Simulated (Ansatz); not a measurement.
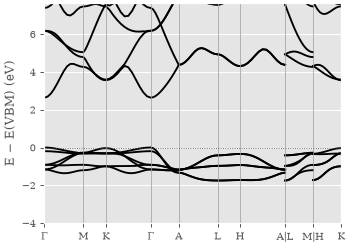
*Band structure from LDA (plane waves, PAW; program Ansatz)*

Task: Read off the gap and where the band edges lie.

Result: About 2.6 eV (2.64 eV by a search for the band edges); maximum at Γ, minimum at Γ.

Task: Which of these materials gives this?
(A) MgO, wurtzite
(B) BN, P6_222 (B on 3d, N on 3c)
(C) YHSe, P-6m2 (Y on 1a, H on 1c, Se on 1f)
(D) SrO, P6_3/mmc (Sr on 2d, O on 2c)

Result: D, SrO, P6_3/mmc (Sr on 2d, O on 2c)

The first step of the workflow began from a Materials Project structure, measured or hypothetical; the Crystallography Open Database copy checked does not list it. It is not the phase usual at ambient conditions (space group No. 225). The cell was relaxed with LDA under the symmetry of its start; whether a distortion lowers the energy is not shown. Spin–orbit coupling is left out wherever it is not named.

Potentials: the later of the program's two PAW sets.
